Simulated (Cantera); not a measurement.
Input: 1 mol CH3Cl, a varied amount of F2, at 2300 K and 0.133 bar.

Cantera equilibrium calculation (NASA polynomials, part measured and part estimated; ideal gas, pure solids and liquids). Candidate condensed phases: C, C6H6, C7H8, C8H18; 118 gas species. Equilibrium is a limit: real reactors are often held back by kinetics, nucleation or transport.

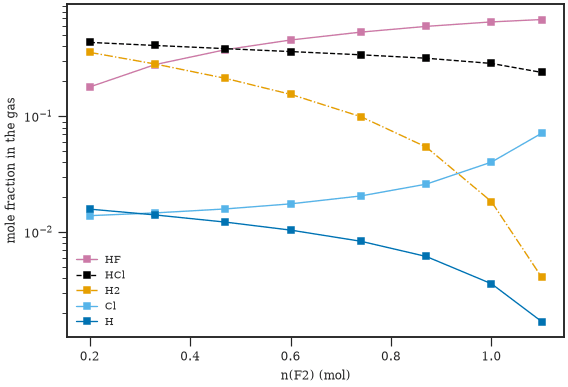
Fig. 1. Equilibrium gas composition (values under 1e-9 drawn at 1e-9)

Problem. Read off the mole fractions at 0.87 mol F2.

Solution. HF about 0.60, HCl about 0.32, H2 about 0.054, Cl about 0.026, H about 0.0062.
